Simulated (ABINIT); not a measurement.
# A GW chain in ABINIT: KF (Carobbiite), part 2 of 2

Aim: the G0W0 gap of KF (Carobbiite) on PBE, step by step.

ABINIT 10.8.3; PBE and many-body steps on it, plane waves. Known limits of the many-body steps: not at the basis limit; coarse k mesh.

So far. Step 2 (Ground state): The gap is direct, at Γ. Step 3 (Bands along the symmetry lines): The gap is 6.200 eV, as in the run before at this level.

## 4. Empty states on the mesh, 4×4×4 mesh, 155 bands

Level of this step: DFT, PBE, plane waves, norm-conserving pseudopotentials (ABINIT).

The sums over transitions need many empty states on a uniform mesh; this step solves for them.

Input file run.abi:

```
acell 3*1.0 Angstrom
rprim 
  0.000000000000 2.671850000000 2.671850000000
  2.671850000000 0.000000000000 2.671850000000
  2.671850000000 2.671850000000 0.000000000000
ntypat 2
znucl 19 9
natom 2
typat 1 2
xred 
  0.000000000000 0.000000000000 0.000000000000
  0.500000000000 0.500000000000 0.500000000000
pp_dirpath "pseudos"
pseudos "K.upf, F.upf"
ecut 36
ngkpt 4 4 4
nshiftk 1
shiftk 0 0 0
kptopt 1
chksymbreak 0
irdden 1
istwfk *1
nband 155
prtvol 0
optdriver 6
gwr_task "HDIAGO"
paral_kgb 0
occopt 1
indata_prefix "in"
outdata_prefix "out"
tmpdata_prefix "tmp"
```

On the command line:

```console
$ OMP_NUM_THREADS=1 mpirun -n 8 abinit run.abi > log
```

Numbers of over 12 decimals in the logs are rounded to 6 here.

What it wrote:

```text
[banner, memory and clock lines left out]
.Version 10.8.3 of ABINIT. v10.8.2 released Aug 2026.

 Symmetries : space group Fm -3 m (#225); Bravais cF (face-center cubic)
[... echo of the input left out ...]
== DATASET  1 ==================================================================
-   mpi_nproc: 8, omp_nthreads: 1 (-1 if OMP is not activated)

--- !DatasetInfo
iteration_state: {dtset: 1, }
dimensions: {natom: 2, nkpt: 8, mband: 155, nsppol: 1, nspinor: 1, nspden: 1, mpw: 2685, }
cutoff_energies: {ecut:  36.0, pawecutdg:  -1.0, }
electrons: {nelect:   1.60000000E+01, charge:   0.00000000E+00, occopt:   1.00000000E+00, tsmear:   1.00000000E-02, }

.Using double precision arithmetic; gwpc =  8

- Reading GS density from: in_DEN

--- Pseudopotential description ------------------------------------------------
- K Generated using ONCVPSP code by D. R. Hamann
- 19.00000   9.00000  171031                  znucl, zion, pspdat
12 -101130 2 -1 2222                          pspcod,pspxc,lmax,lloc,mmax
     nproj     2     2     2
  pspatm : epsatm=    8.42413758
         --- l  ekb(1:nproj) -->
             0   10.871123    0.806704
             1    4.379001    0.553647
             2   -3.405842   -1.029115
 pspatm: atomic psp has been read  and splines computed

- F Generated using ONCVPSP code by D. R. Hamann
-  9.00000   7.00000  171031                  znucl, zion, pspdat
12 -101130 2 -1 832                           pspcod,pspxc,lmax,lloc,mmax
     nproj     2     2     1
  pspatm : epsatm=    4.87625608
         --- l  ekb(1:nproj) -->
             0    6.519403    1.070094
             1   -3.955629   -1.291931
             2   -2.441503
 pspatm: atomic psp has been read  and splines computed

   2.12806299E+02                                ecore*ucvol(ha*bohr**3)

 Total charge density [el/Bohr^3]
)     Maximum=    1.4478E+00  at reduced coord.    0.4750    0.5000    0.5750
)     Minimum=    1.0359E-03  at reduced coord.    0.2500    0.2500    0.2500
   Integrated=    1.6000E+01

 === KS gaps after direct diagonalization ===
 Direct band gap semiconductor
 Fundamental gap:     6.199 (eV)
   VBM:     0.131 (eV) at k: [ 0.0000E+00,  0.0000E+00,  0.0000E+00]
   CBM:     6.330 (eV) at k: [ 0.0000E+00,  0.0000E+00,  0.0000E+00]
 Direct gap:         6.199 (eV) at k: [ 0.0000E+00,  0.0000E+00,  0.0000E+00]

== END DATASET(S) ==============================================================

 -outvars: echo values of variables after computation  --------
           etotal      0.0000000000E+00
            nband         155
             nkpt           8
          spgroup         225
 [... the other variables as echoed above ...]

 Calculation completed.
```

The job ended after 13 s (8 MPI ranks of Intel Xeon 6975P-C (Granite Rapids), shared host; peak memory 3.6 GiB).

Numbers from this step:

```
gap                                                           : 6.199 eV
k of the valence top                                          : 0, 0, 0
k of the conduction bottom                                    : 0, 0, 0
least direct gap                                              : 6.199 eV
k points computed                                             : 8
lowest point of the top converged band, above the valence top : 129.7927 eV
```

On this mesh the gap is 6.199 eV.

## 5. Screening, 4×4×4 mesh, 147 bands, screening to 195.9 eV

The RPA dielectric matrix is built and inverted for each q.

This step: RPA screening on PBE, plane waves, norm-conserving pseudopotentials.

run.abi, as its differences from that of step 4:

```diff
@@ -20,10 +20,11 @@
 chksymbreak 0
-irdden 1
 istwfk *1
-nband 155
-prtvol 0
-optdriver 6
-gwr_task "HDIAGO"
-paral_kgb 0
 occopt 1
+irdwfk 1
+optdriver 3
+nband 147
+ecuteps 7.2
+inclvkb 2
+awtr 1
+symchi 1
 indata_prefix "in"
```

What it wrote:

```text
.Version 10.8.3 of ABINIT. v10.8.2 released Aug 2026.

 Symmetries : space group Fm -3 m (#225); Bravais cF (face-center cubic)
[... echo of the input left out ...]
== DATASET  1 ==================================================================
-   mpi_nproc: 8, omp_nthreads: 1 (-1 if OMP is not activated)

--- !DatasetInfo
iteration_state: {dtset: 1, }
dimensions: {natom: 2, nkpt: 8, mband: 147, nsppol: 1, nspinor: 1, nspden: 1, mpw: 2685, }
cutoff_energies: {ecut:  36.0, pawecutdg:  -1.0, }
electrons: {nelect:   1.60000000E+01, charge:   0.00000000E+00, occopt:   1.00000000E+00, tsmear:   1.00000000E-02, }

 SCREENING: Calculation of the susceptibility and dielectric matrices

 Based on a program developped by R.W. Godby, V. Olevano, G. Onida, and L. Reining.
 Incorporated in ABINIT by V. Olevano, G.-M. Rignanese, and M. Torrent.
.Using double precision arithmetic ; gwpc =  8

[... cell and pseudopotentials left out ...]
--------------------------------------------------------------------------------

 ==== K-mesh for the wavefunctions ====
 Number of points in the irreducible wedge :     8
[... list of points left out ...]
 Together with 48 symmetry operations and time-reversal symmetry
 yields    64 points in the full Brillouin Zone.

 ==== Q-mesh for the screening function ====
 Number of points in the irreducible wedge :     8
[... list of points left out ...]
 Together with 48 symmetry operations and time-reversal symmetry
 yields    64 points in the full Brillouin Zone.

 setmesh: FFT mesh size selected  =    27x   27x   27
          total number of points  =        19683

 vcoul_init : cutoff-mode = AUXILIARY_FUNCTION
 q-points for optical limit:   1
     1)      0.000010    0.000020    0.000030

- screening: taking advantage of time-reversal symmetry
- Maximum band index for partially occupied states nbvw = 8
- Remaining bands to be divided among processors   nbcw = 139
- Number of bands treated by each node ~17

 Number of electrons calculated from density =   16.0000; Expected =   16.0000
 average of density, n =  0.062152
 r_s =    1.5661
 omega_plasma =   24.0483 [eV]

 calculating chi0 at frequencies [eV] :
  1    0.000000E+00    0.000000E+00
  2    0.000000E+00    2.404829E+01

--------------------------------------------------------------------------------
  q-point number  1        q = ( 0.000000, 0.000000, 0.000000) [r.l.u.]
--------------------------------------------------------------------------------
[... chi0 elements left out ...]
 For q-point:  0.000010 0.000020 0.000030
  dielectric constant =   1.8948
  dielectric constant without local fields =   2.1054

  Average fulfillment of the sum rule on Im[epsilon] for q-point    1 :     75.17  [%]
[... wings left out ...]
  q-point number  2        q = ( 0.250000, 0.000000, 0.000000) [r.l.u.]
--------------------------------------------------------------------------------
[... chi0 elements left out ...]
  Average fulfillment of the sum rule on Im[epsilon] for q-point    2 :     81.89  [%]

 [... 6 further q-points ...]
```

It took 11 s on 8 MPI ranks; peak memory 1.3 GiB; 86 s of CPU time.

This step gave:

| Item | Value |
| --- | --- |
| ε∞ with local fields, on this mesh, along the program's q direction | 1.895 |
| the same without local fields | 2.105 |
| plasma frequency | 24.05 eV |
| plane waves in the screening matrix | 259 |

Local fields lower ε∞ by 10 %. On a Γ-centred mesh this coarse the value itself is usually too large, while a short band sum pulls it down.

## 6. Self-energy, 4×4×4 mesh, 147 bands, screening to 195.9 eV

The self-energy is evaluated for the states that the input lists, and the levels follow from it, in one-shot runs by the linearised quasiparticle equation.

This step: G0W0 on PBE, plane waves, norm-conserving pseudopotentials.

run.abi, as its differences from that of step 5:

```diff
@@ -23,8 +23,15 @@
 irdwfk 1
-optdriver 3
+optdriver 4
 nband 147
+gwcalctyp 0
+ecutsigx 36
+symsigma 1
+nkptgw 1
+kptgw 
+  0.0000000000 0.0000000000 0.0000000000
+bdgw 
+  6 12
 ecuteps 7.2
-inclvkb 2
-awtr 1
-symchi 1
+irdscr 1
+ppmodel 1
 indata_prefix "in"
```

What it wrote:

```text
.Version 10.8.3 of ABINIT. v10.8.2 released Aug 2026.

 Symmetries : space group Fm -3 m (#225); Bravais cF (face-center cubic)
[... echo of the input left out ...]
== DATASET  1 ==================================================================
-   mpi_nproc: 8, omp_nthreads: 1 (-1 if OMP is not activated)

--- !DatasetInfo
iteration_state: {dtset: 1, }
dimensions: {natom: 2, nkpt: 8, mband: 147, nsppol: 1, nspinor: 1, nspden: 1, mpw: 2685, }
cutoff_energies: {ecut:  36.0, pawecutdg:  -1.0, }
electrons: {nelect:   1.60000000E+01, charge:   0.00000000E+00, occopt:   1.00000000E+00, tsmear:   1.00000000E-02, }

 SIGMA: Calculation of the GW corrections

 Based on a program developped by R.W. Godby, V. Olevano, G. Onida, and L. Reining.
 Incorporated in ABINIT by V. Olevano, G.-M. Rignanese, and M. Torrent.
.Using double precision arithmetic ; gwpc =  8

[... cell and pseudopotentials left out ...]
--------------------------------------------------------------------------------

 ==== K-mesh for the wavefunctions ====
 Number of points in the irreducible wedge :     8
[... list of points left out ...]
 Together with 48 symmetry operations and time-reversal symmetry
 yields    64 points in the full Brillouin Zone.

 ==== Q-mesh for screening function ====
 Number of points in the irreducible wedge :     8
[... list of points left out ...]
 Together with 48 symmetry operations and time-reversal symmetry
 yields    64 points in the full Brillouin Zone.

 vcoul_init : cutoff-mode = AUXILIARY_FUNCTION
 q-points for optical limit:   1
     1)      0.000010    0.000020    0.000030
 setmesh: FFT mesh size selected  =    40x   40x   40
          total number of points  =        64000

 Number of electrons calculated from density =   16.0000; Expected =   16.0000
 average of density, n =  0.062152
 r_s =    1.5661
 omega_plasma =   24.0483 [eV]

 === KS Band Gaps ===
  >>>> For spin  1
   Minimum direct gap =   6.1994 [eV], located at k-point      :   0.0000  0.0000  0.0000
   Fundamental gap    =   6.1994 [eV], Top of valence bands at :   0.0000  0.0000  0.0000
                                       Bottom of conduction at :   0.0000  0.0000  0.0000
 SIGMA fundamental parameters:
 PLASMON POLE MODEL  1
 number of plane-waves for SigmaX                 2685
 number of plane-waves for SigmaC and W            259
 number of plane-waves for wavefunctions          2685
 number of bands                                   147
 number of independent spin polarizations            1
 number of spinorial components                      1
 number of k-points in IBZ                           8
 number of q-points in IBZ                           8
 number of symmetry operations                      48
 number of k-points in BZ                           64
 number of q-points in BZ                           64
 number of frequencies for dSigma/dE                 9
 frequency step for dSigma/dE [eV]                0.25
 number of omega for Sigma on real axis              0
 max omega for Sigma on real axis  [eV]           0.00
 zcut for avoiding poles [eV]                     0.10

 EPSILON^-1 parameters (SCR file):
 dimension of the eps^-1 matrix on file            259
 dimension of the eps^-1 matrix used               259
 number of plane-waves for wavefunctions          2685
 number of bands                                   147
 number of q-points in IBZ                           8
 number of frequencies                               2
 number of real frequencies                          1
 number of imag frequencies                          1

 matrix elements of self-energy operator (all in [eV])

 Perturbative Calculation

--- !SelfEnergy_ee
iteration_state: {dtset: 1, }
kpoint     : [   0.000,    0.000,    0.000, ]
spin       : 1
KS_gap     :    6.199
QP_gap     :    9.593
Delta_QP_KS:    3.394
data: !SigmaeeData |
     Band     E0 <VxcDFT>   SigX SigC(E0)      Z dSigC/dE  Sig(E)    E-E0       E
        6   0.131 -21.899 -29.492   4.673   0.807  -0.239 -24.255  -2.356  -2.226
        7   0.131 -21.899 -29.492   4.673   0.807  -0.239 -24.255  -2.356  -2.226
        8   0.131 -21.899 -29.492   4.673   0.807  -0.239 -24.255  -2.356  -2.226
        9   6.330  -7.969  -4.003  -2.811   0.898  -0.114  -6.932   1.037   7.367
       10  10.825 -10.841  -4.968  -3.140   0.891  -0.123  -8.406   2.435  13.259
       11  10.825 -10.841  -4.968  -3.140   0.891  -0.123  -8.406   2.435  13.259
       12  10.825 -10.841  -4.968  -3.140   0.891  -0.123  -8.406   2.435  13.259

== END DATASET(S) ==============================================================
================================================================================

 -outvars: echo values of variables after computation  --------
           etotal      0.0000000000E+00
            nband         147
             nkpt           8
          spgroup         225
 [... the other variables as echoed above ...]

 Calculation completed.
```

The job ended after 4.5 s (8 MPI ranks; peak memory 1.2 GiB).

Numbers from this step:

| Item | Value |
| --- | --- |
| G0W0 gap on the points computed | 9.593 eV |
| starting gap on the mesh | 6.199 eV |
| k of the valence top | 0, 0, 0 |
| k of the conduction bottom | 0, 0, 0 |
| Z at the valence top | 0.807 |
| Z at the conduction bottom | 0.898 |
| least direct G0W0 gap on the computed points | 9.593 eV |

The gap on the mesh goes from 6.20 eV to 9.59 eV, a correction of +3.39 eV.

Limits: finite bands, cutoff and mesh; coarse k mesh. v1 is the top filled band, c1 the lowest empty one. The levels before and after the correction (eV, zero at the valence-band top of each column):

```tsv
	conduction bottom	valence top
Kohn-Sham	6.20	0.00
G0W0	9.59	0.00
```

```tsv
	level	energy (eV)
Kohn-Sham	Γ v3-v1	0.000
Kohn-Sham	Γ c1	6.199
Kohn-Sham	Γ c2-c4	10.694
G0W0	Γ v3-v1	0.000
G0W0	Γ c1	9.593
G0W0	Γ c2-c4	15.485
```

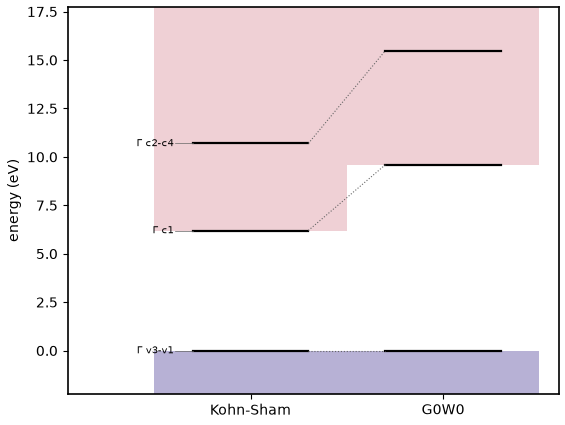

Levels before and after the correction. Shaded: valence and conduction bands.

## 7. Where the time went

Times are wall times on 8 MPI ranks of Intel Xeon 6975P-C (Granite Rapids), shared host, good to a factor of about two.

```tsv
step	time	share	memory (GiB)
ground state	3.8 s	10 %	0.61
bands along the symmetry lines	4.9 s	13 %	0.56
empty states on the mesh	13 s	34 %	3.6
screening	11 s	30 %	1.3
self-energy	4.5 s	12 %	1.2
```

## 8. Summary of results

```
PBE gap              : 6.20 eV, direct
G0W0 gap on the mesh : 9.59 eV
GW settings          : 4×4×4 mesh, 147 bands, screening to 195.9 eV, Godby-Needs plasmon pole
known limits         : not at the basis limit; coarse k mesh
```

G0W0 moves the gap on the mesh from 6.20 eV to 9.59 eV (+3.39 eV), with Z of 0.81 and 0.90 at the edges. Local fields lower the RPA ε∞ on this mesh from 2.11 to 1.89; a Γ-centred mesh this coarse tends to raise both, most where the direct gap is narrow, while a short band sum lowers them. Only 1 of the mesh's irreducible points was corrected, so a valley elsewhere could overtake. Bands and cutoff are finite, so the gap is not at the basis limit. The miss can reach some tenths of an eV and take either sign; the mesh is an error of its own. In the G0W0 run levels were corrected at 1 k point alone, so a gap called «on the mesh» is the least over those, and an edge elsewhere would be missed. The 4×4×4 mesh is coarse for this cell, which bears on the long-range parts of exchange and screening.

[Paths, hosts, dates, memory and timing lines, banners, echoed tables and standing remarks are left out of the program output.]

[Logs are printed without paths, hosts, clocks, repeated set-up lines and the standing remarks that a program may print on its own settings, such as how far it seeks lower states.]

[Runs of the session that timed out or met a known fault of the program may be left out.]

[Hosts, paths, dates, database ids (printed as entryN), source tags and the programs' standing remarks are cut or masked in the printed files.]

[G0W0 gaps are taken among the corrected bands and points alone; a level outside them can change the order at an edge.]

[Where Ansatz stands beside ABINIT at settings called matched, ABINIT's density can come from a denser mesh and the files from another edition; pairs whose starting gaps differed by over 0.03 eV were left out, so agreement reads better than it is.]
